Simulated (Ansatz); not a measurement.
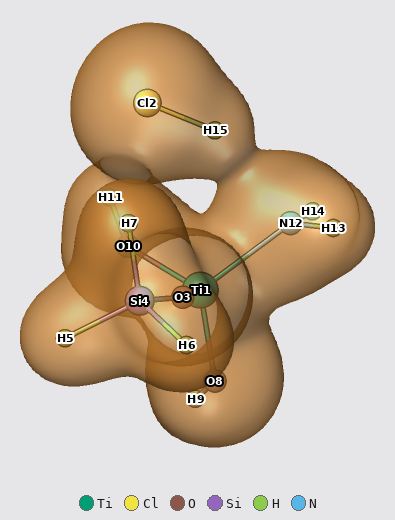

Figure 1: H₇NO₃SiTi···HCl. Isosurface of the electron density at 0.1 e/Å³ (orange), seen at an oblique angle.

Not at a stationary point (largest force 1.3 eV/Å).

Computed with RKS PBE/def2-SVP in Ansatz.

Input file:

```
crystal:
  periodic: [false, false, false]
  atoms:
    - { symbol: Ti, position_ang: [0.0, 0.0, 0.0] }
    - { symbol: Cl, position_ang: [0.0, 0.0, 2.72] }
    - { symbol: O, position_ang: [1.8106, 0.0, -0.6394] }
    - { symbol: Si, position_ang: [2.7169, -1.3762, -0.9666] }
    - { symbol: H, position_ang: [1.8861, -2.3521, -1.6657] }
    - { symbol: H, position_ang: [3.8581, -1.0202, -1.8048] }
    - { symbol: H, position_ang: [3.1955, -1.9538, 0.286] }
    - { symbol: O, position_ang: [-0.9043, 1.5667, -0.6394] }
    - { symbol: H, position_ang: [-1.8621, 1.336, -0.8617] }
    - { symbol: O, position_ang: [-0.9043, -1.5667, -0.6394] }
    - { symbol: H, position_ang: [-1.359, -2.0324, 0.133] }
    - { symbol: "N", position_ang: [1.2377, 1.8665, 0.7442] }
    - { symbol: H, position_ang: [2.0943, 1.7261, 1.3526] }
    - { symbol: H, position_ang: [0.937, 2.8453, 0.47] }
    - { symbol: H, position_ang: [0.8515, 1.2841, 1.9598] }
basis:
  gaussian: { orbitals: def2-SVP }
hamiltonian:
  xc: pbe
relax:
  f_tol: 0.15
  max_steps: 25
  restrain:
    - { distance: [0, 11], at: 2.06, k: 30.0 }
    - { distance: [14, 1], at: 1.37, k: 30.0 }
    - { distance: [0, 1], at: 3.57, k: 30.0 }
    - { distance: [14, 11], at: 2.26, k: 30.0 }
output:
  orbitals: {}
```

Launched as:

```sh
ansatz run input.yaml --threads 4 --pin off --max-ram 5120MiB --backend cpu --events-out ev --progress --plain --runs-dir out
```

The fields are those of the run's last geometry, not of the input's.

Question: What does this surface tell about the bonding?

Answer: At this value the surface is in one piece. It bridges the sampled Cl···H (2.33 Å), Si–O (1.68 Å), Ti–O (1.79 Å) and Ti–N (2.02 Å) contacts, where the density stays above the isovalue. On the grid the lowest density along these lines, outside the cores, is 0.14 e/Å³ (Cl···H, 2.33 Å), 0.85 e/Å³ (Si–O, 1.68 Å), 1.1 e/Å³ (Ti–O, 1.79 Å) and 0.69 e/Å³ (Ti–N, 2.02 Å).
